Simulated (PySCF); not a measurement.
**CH6BGaO2 (SMILES COB[O][GaH2]) at 6 levels**

Aim: a comparison of 6 runs (HF/def2-SVP, PBE0/6-31G, B3LYP/6-31G*, BP86/cc-pVDZ, PBE0/def2-SVP) of CH6BGaO2. Input form: a Python script.

The calculation is run with PySCF 2.14.0.

## 1. Starting point

CH6BGaO2 has 11 atoms, charge 0, and is taken as a singlet. SMILES: `COB[O][GaH2]`. Geometry: a GFN2-xTB relaxation, a rough one for these elements and not checked as a minimum. This is one conformer, not always the lowest.

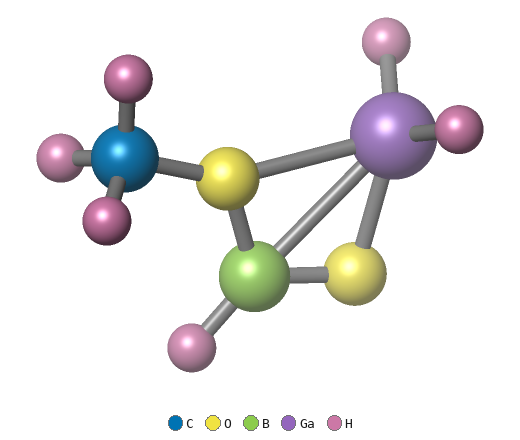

The structure, seen from a chosen angle (carbon blue, oxygen yellow, boron green, gallium purple, hydrogen pink).

## 2. Energy and forces at HF/def2-SVP (run 1)

run.py reads:

```python
import pyscf.grad
from pyscf import gto

mol = gto.M(
    atom='''
C     -2.963601    -0.446429     0.867101
O     -0.413831    -0.065139     0.123985
B      1.672275    -0.241507     1.793615
O      3.816793     0.199347     0.616750
Ga     2.541285     0.782252    -2.601019
H     -3.467534     0.867951     2.376368
H     -4.164219    -0.108584    -0.770914
H     -3.229618    -2.383398     1.529979
H      1.400967    -0.723633     3.937811
H      2.174640     3.574134    -3.391435
H      2.632861    -1.454995    -4.482241
''',
    max_memory=1860,
    verbose=4,
    unit='bohr',
    basis='def2-svp',
)

mf = mol.RHF()
mf.conv_tol = 1e-10
mf.kernel()
if not mf.converged:
    mf = mf.newton().run(mf.mo_coeff, mf.mo_occ)

e_tot = mf.e_tot
print('E(%s) = %.9f' % ('HF', e_tot))
grad = mf.Gradients().kernel()
mf.analyze()
```

Launch:

```sh
OMP_NUM_THREADS=1 python run.py
```

Log:

```text
PySCF version 2.14.0

[... 84 lines left out ...]
Two-electron Energy =                 1185.734484795541675
[... 16 lines left out ...]
MO #13  energy= -4.48157398428809  occ= 2
[... 14 lines left out ...]
MO #28  energy= -0.544334004143289 occ= 2
[... 14 lines left out ...]
MO #43  energy= 0.32324344322164   occ= 0
[... 14 lines left out ...]
MO #58  energy= 0.740168695606851  occ= 0
[... 14 lines left out ...]
MO #73  energy= 1.39276757244358   occ= 0
[... 14 lines left out ...]
MO #88  energy= 2.02287354955809   occ= 0
[... 14 lines left out ...]
MO #103 energy= 2.77684238083909   occ= 0
[... 14 lines left out ...]
MO #118 energy= 3.96515760262005   occ= 0
[... 132 lines left out ...]
Dipole moment(X, Y, Z, Debye): -3.41763, -0.39725,  0.45964
```

Run time: 17 s. Hardware: 1 thread of Arm Neoverse V1, shared host; peak memory 0.3 GiB.

## 3. Energy and forces at PBE0/6-31G (run 2)

job.py reads:

```python
from pyscf import gto, dft

molecule = gto.M(
    atom='''
C     -1.568270    -0.236240     0.458850
O     -0.218990    -0.034470     0.065610
B      0.884930    -0.127800     0.949140
O      2.019760     0.105490     0.326370
Ga     1.344790     0.413950    -1.376400
H     -1.834940     0.459300     1.257520
H     -2.203610    -0.057460    -0.407950
H     -1.709040    -1.261240     0.809630
H      0.741360    -0.382930     2.083800
H      1.150770     1.891350    -1.794670
H      1.393250    -0.769950    -2.371900
''',
    verbose=4,
    basis='6-31g',
    max_memory=1860,
)

mf = dft.RKS(molecule)
mf.xc = 'pbe0'
mf.grids.level = 5
mf.conv_tol = 1e-10
mf.kernel()
if not mf.converged:
    mf = mf.newton().run(mf.mo_coeff, mf.mo_occ)

e_final = mf.e_tot
print('Final energy', e_final)
grad = mf.nuc_grad_method().kernel()
dip = mf.dip_moment()
pop, q = mf.mulliken_pop()
```

Launch:

```sh
OMP_NUM_THREADS=1 python job.py
```

Log:

```text
PySCF version 2.14.0

[... 78 lines left out ...]
converged SCF energy = -2141.05601715712
Final energy -2141.056017157122
[... 12 lines left out ...]
Dipole moment(X, Y, Z, Debye): -3.63981, -0.34581,  0.13720
[... 87 lines left out ...]
charge of   10H =     -0.09428
```

It took 39 s on 1 thread of Arm Neoverse V1, shared host; peak memory 0.74 GiB.

Runs 3 to 4 aren't shown in full; the table further down has their settings and results.

## 4. Energy and forces at BP86/cc-pVDZ (run 5)

start.xyz reads:

```xyz
11

C     -1.568270    -0.236240     0.458850
O     -0.218990    -0.034470     0.065610
B      0.884930    -0.127800     0.949140
O      2.019760     0.105490     0.326370
Ga     1.344790     0.413950    -1.376400
H     -1.834940     0.459300     1.257520
H     -2.203610    -0.057460    -0.407950
H     -1.709040    -1.261240     0.809630
H      0.741360    -0.382930     2.083800
H      1.150770     1.891350    -1.794670
H      1.393250    -0.769950    -2.371900
```

job.py reads:

```python
# COB[O][GaH2]
from pyscf import gto, dft

mol = gto.M(
    atom='start.xyz',
    max_memory=1860,
    verbose=4,
    charge=0,
    basis='cc-pvdz',
)

calc0 = dft.RKS(mol, xc='bp86')
calc0.grids.level = 5
calc0.conv_tol = 1e-10
calc0.kernel()
if not calc0.converged:
    calc0 = calc0.newton().run(calc0.mo_coeff, calc0.mo_occ)

e_final = calc0.e_tot
print('E = %.10f Eh' % e_final)
grad = calc0.nuc_grad_method().kernel()
dip = calc0.dip_moment()
pop, q = calc0.mulliken_pop()
```

Launch:

```sh
OMP_NUM_THREADS=1 python job.py
```

Log:

```text
PySCF version 2.14.0

[... 86 lines left out ...]
converged SCF energy = -2142.19438447718
[... 13 lines left out ...]
Dipole moment(X, Y, Z, Debye): -2.94479, -0.30783,  0.23906
[... 125 lines left out ...]
charge of   10H =     -0.08999
```

Run time: 77 s. Hardware: 1 thread of Arm Neoverse V1, shared host; peak memory 1.2 GiB.

## 5. Energy and forces at PBE0/def2-SVP (run 6)

input.py reads:

```python
import pyscf.grad
from pyscf import gto, dft

mol = gto.M(
    atom='''
C     -1.568270    -0.236240     0.458850
O     -0.218990    -0.034470     0.065610
B      0.884930    -0.127800     0.949140
O      2.019760     0.105490     0.326370
Ga     1.344790     0.413950    -1.376400
H     -1.834940     0.459300     1.257520
H     -2.203610    -0.057460    -0.407950
H     -1.709040    -1.261240     0.809630
H      0.741360    -0.382930     2.083800
H      1.150770     1.891350    -1.794670
H      1.393250    -0.769950    -2.371900
''',
    verbose=3,
    basis='def2-svp',
    max_memory=1860,
    charge=0,
)

mf = dft.RKS(mol, xc='pbe0')
mf.grids.level = 5
mf.conv_tol = 1e-10
mf.kernel()
if not mf.converged:
    mf = mf.newton().run(mf.mo_coeff, mf.mo_occ)

energy = mf.e_tot
print('E(%s) = %.9f' % ('PBE0', energy))
grad = mf.Gradients().kernel()
mf.analyze()
```

Launch:

```sh
OMP_NUM_THREADS=1 python input.py
```

Log:

```text
converged SCF energy = -2141.05963948879
[... 15 lines left out ...]
MO #6   energy= -19.2588668715024  occ= 2
[... 13 lines left out ...]
MO #20  energy= -0.841655264952322 occ= 2
[... 13 lines left out ...]
MO #34  energy= 0.0294972120236014 occ= 0
[... 13 lines left out ...]
MO #48  energy= 0.320252367499232  occ= 0
[... 13 lines left out ...]
MO #62  energy= 0.663092627490586  occ= 0
[... 13 lines left out ...]
MO #76  energy= 1.35974229962428   occ= 0
[... 13 lines left out ...]
MO #90  energy= 1.78825810947911   occ= 0
[... 13 lines left out ...]
MO #104 energy= 2.51907817010946   occ= 0
[... 13 lines left out ...]
MO #118 energy= 3.57554397665026   occ= 0
[... 12 lines left out ...]
Dipole moment(X, Y, Z, Debye): -3.14118, -0.33470,  0.28284
```

Run time: 75 s. Hardware: 1 thread of Arm Neoverse V1, shared host; peak memory 1.2 GiB.

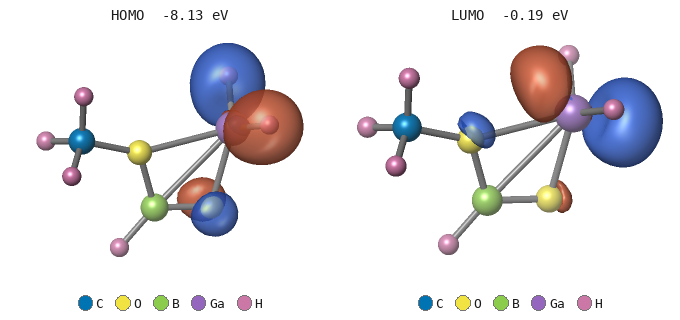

Frontier orbitals of this run, surfaces at ±0.2 Å^-3/2.

## 6. Overview of the runs

```csv
run,level,integration grid,Cartesian functions,energy (Eh),dipole moment (D),HOMO energy (eV),LUMO energy (eV),wall time
1,HF/def2-SVP,–,no,-2138.721193,3.47,-11.29,2.74,17 s
2,PBE0/6-31G,5,no,-2141.056017,3.66,-8.19,-0.25,39 s
3,B3LYP/6-31G* (spherical functions),5,no,-2141.738447,3.19,-7.89,-0.51,61 s
4,B3LYP/6-31G* (Cartesian functions),5,yes,-2141.747041,3.18,-7.88,-0.51,64 s
5,BP86/cc-pVDZ,5,no,-2142.194384,2.97,-6.88,-1.09,77 s
6,PBE0/def2-SVP,5,no,-2141.059639,3.17,-8.13,-0.19,75 s
```

## 7. Results

| quantity | value |
| --- | --- |
| run 6: total energy | -2141.05964 Eh |
| run 6: dipole moment | 3.17 D |
| run 6: HOMO energy | -8.13 eV |
| run 6: LUMO energy | -0.19 eV |
| run 6: HOMO–LUMO gap | 7.94 eV |
| run 6: largest force on an atom | 0.977 eV/Å |

The dipole moment (its size) runs from 2.97 D (BP86/cc-pVDZ) to 3.66 D (PBE0/6-31G). The two ends differ in method and basis. The HOMO–LUMO gap runs from 5.80 eV (BP86/cc-pVDZ) to 14.02 eV (HF/def2-SVP). Totals of different functionals can't be ranked against each other. All runs together took 5.5 min, the longest 77 s.
